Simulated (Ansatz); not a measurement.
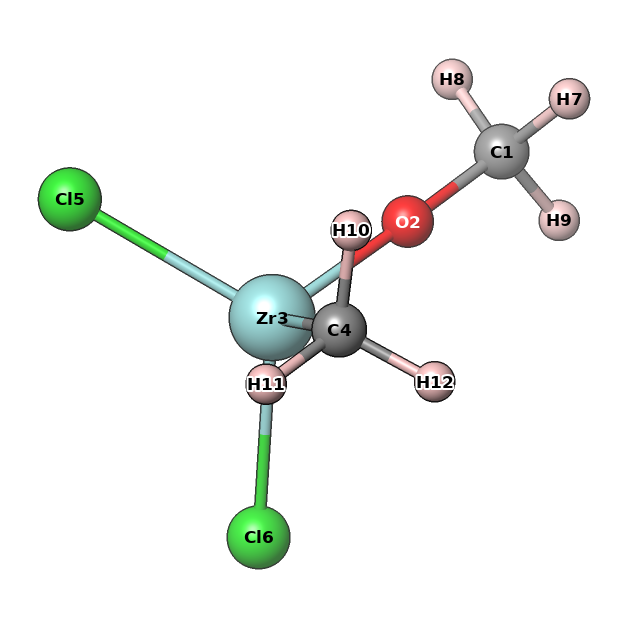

The picture comes from a calculation with Ansatz.

Zr3 lies behind C4. The molecule seen a little off the C4–Zr3 bond, C4 in front. Atoms fade into the background with distance from the viewer. Charge +1, doublet. Geometry: the geometry of the neutral molecule. Other spin states may lie lower.

### What is the torsion angle H10–C4–Zr3–Cl5? The sign is positive where the front bond must turn clockwise to cover the back bond.

−58°, synclinal (gauche). The bonds about C4–Zr3 are staggered.
